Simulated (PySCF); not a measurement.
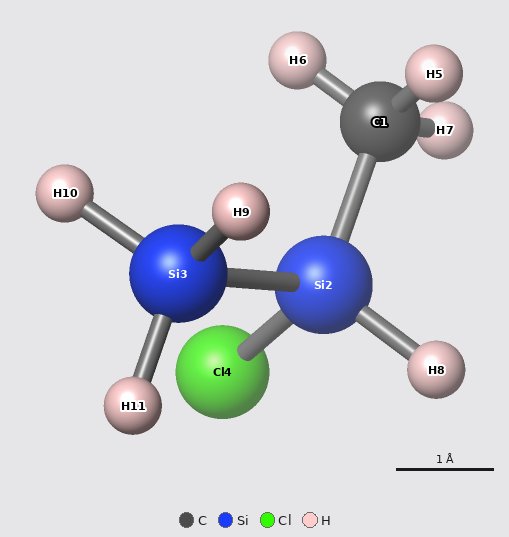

**Figure 1.** The input geometry (ball-and-stick view, seen at a tilt; atoms are numbered from 1 in the order of the input). Bond lengths as drawn: Cl–Si 2.09 Å, C–H 1.10 Å, C–Si 1.87 Å, H–Si 1.49 to 1.50 Å and Si–Si 2.34 Å.

# CH₇ClSi₂: NMR shielding calculation

CH₇ClSi₂, computed with GIAO OPBE/pcSseg-2 NMR shielding, non-relativistic, gas phase (PySCF 2.14.0).

The geometry comes from this level: PBE0-D3(BJ)/def2-SVP. Figures and captions count atoms from 1; the log counts them from 0 in places.

### Output
```
coarse grid: 10304 points
cycle   1  E = -1081.4444400500  dE = -8.825e-02  |g| = 4.459e-01  |ddm| = 2.408e+00
cycle   2  E = -1081.3873943667  dE =  5.705e-02  |g| = 6.371e-01  |ddm| = 9.137e-01
cycle   3  E = -1081.4968727679  dE = -1.095e-01  |g| = 5.486e-02  |ddm| = 5.748e-01
cycle   4  E = -1081.4977424669  dE = -8.697e-04  |g| = 2.472e-02  |ddm| = 9.134e-02
cycle   5  E = -1081.4979015357  dE = -1.591e-04  |g| = 3.965e-03  |ddm| = 2.794e-02
cycle   6  E = -1081.4979045846  dE = -3.049e-06  |g| = 2.240e-03  |ddm| = 7.218e-03
final grid: 84416 points
cycle   7  E = -1081.5041684582  dE = -2.388e-04  |g| = 2.508e-02  |ddm| = 6.088e-02
cycle   8  E = -1081.5040906342  dE =  7.782e-05  |g| = 2.662e-02  |ddm| = 4.469e-02
cycle   9  E = -1081.5042430310  dE = -1.524e-04  |g| = 5.468e-03  |ddm| = 3.311e-02
cycle  10  E = -1081.5042512830  dE = -8.252e-06  |g| = 1.007e-03  |ddm| = 6.464e-03
cycle  11  E = -1081.5042515735  dE = -2.904e-07  |g| = 1.762e-04  |ddm| = 1.134e-03
cycle  12  E = -1081.5042515805  dE = -7.002e-09  |g| = 7.672e-05  |ddm| = 2.157e-04
cycle  13  E = -1081.5042515821  dE = -1.623e-09  |g| = 1.855e-05  |ddm| = 8.194e-05
cycle  14  E = -1081.5042515822  dE = -9.095e-11  |g| = 4.788e-06  |ddm| = 1.920e-05
```

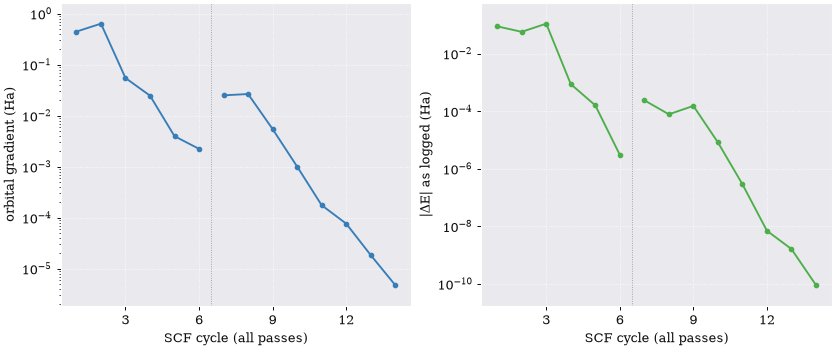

**Figure 2.** Convergence of the self-consistent field: orbital gradient and size of the energy change against the SCF cycle. The dotted line marks the change from a coarse to the final integration grid. The first 6 cycles use a coarse grid, the final grid takes over at cycle 7, and the field converges after 14 cycles in all.

```
converged SCF energy = -1081.5042515822

GIAO shielding tensors (ppm)
atom      isotropic    diamagn.    paramagn.     s11        s22        s33       span
  0 C      182.031     247.649     -65.617    169.739    184.148    192.207     22.468
  1 Si     352.669     879.125    -526.456    296.539    355.412    406.056    109.517
  2 Si     459.029     882.595    -423.566    452.205    456.329    468.553     16.348
  3 Cl     962.396    1148.502    -186.107    896.131    977.891   1013.165    117.034
  4 H       30.885      29.727       1.158     26.514     28.015     38.125     11.611
  5 H       30.515      30.137       0.378     26.911     28.715     35.919      9.008
  6 H       30.260      25.692       4.568     26.003     27.991     36.787     10.783
  7 H       25.577      28.491      -2.914     22.612     23.875     30.244      7.633
  8 H       27.660      30.527      -2.867     24.578     25.551     32.850      8.272
  9 H       27.667      30.811      -3.143     24.941     26.136     31.925      6.984
 10 H       27.570      29.776      -2.207     24.499     25.768     32.442      7.943
```

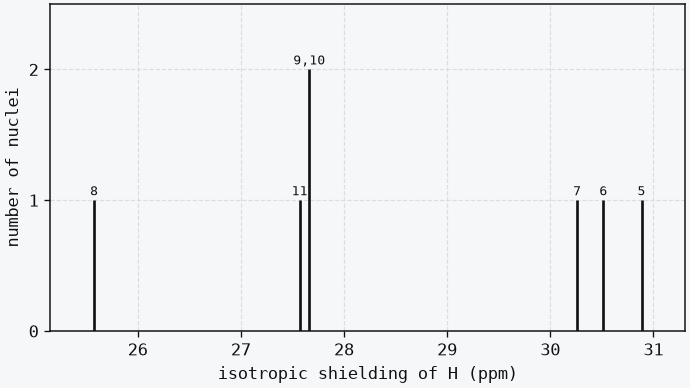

**Figure 3.** Isotropic shieldings of the hydrogen nuclei in this fixed geometry, labelled by atom number; shielding grows to the right, so chemical shift grows to the left. The least shielded is H8 (25.6 ppm), the most shielded H5 (30.9 ppm).

The run was set up as follows.

### Input file
```
{"job": {"kind": "nmr", "xc": "OPBE", "basis": "pcSseg-2", "pop": false}, "charge": 0, "multiplicity": 1}
C     -3.004426    -0.388311    -0.295668
Si    -1.836732     1.073714    -0.294919
Si     0.389806     0.447080     0.076984
Cl    -1.875920     1.967268    -2.181950
H     -3.002420    -0.877135     0.691670
H     -2.698812    -1.126999    -1.051660
H     -4.031519    -0.063588    -0.521771
H     -2.285149     2.100360     0.693425
H      0.536720    -0.214817     1.411969
H      0.799810    -0.521995    -0.985792
H      1.286139     1.640988     0.023786
```

The first line tells a small driver script what to run in PySCF; the rest is the geometry in Å.

Launch command:
```bash
OMP_NUM_THREADS=1 python <driver script> task.json out
```

### Key numbers

```tsv
quantity	value
outcome	converged
total energy	−1081.504252 hartree
HOMO	−6.85 eV
LUMO	−1.04 eV
dipole moment	1.93 D
isotropic shielding, C	182.0 ppm
isotropic shielding, Si	352.7 to 459.0 ppm
isotropic shielding, Cl	962.4 ppm
isotropic shielding, H	25.6 to 30.9 ppm
hardware	1 CPU thread, shared host
wall time	38 s
peak memory	0.87 GiB
```
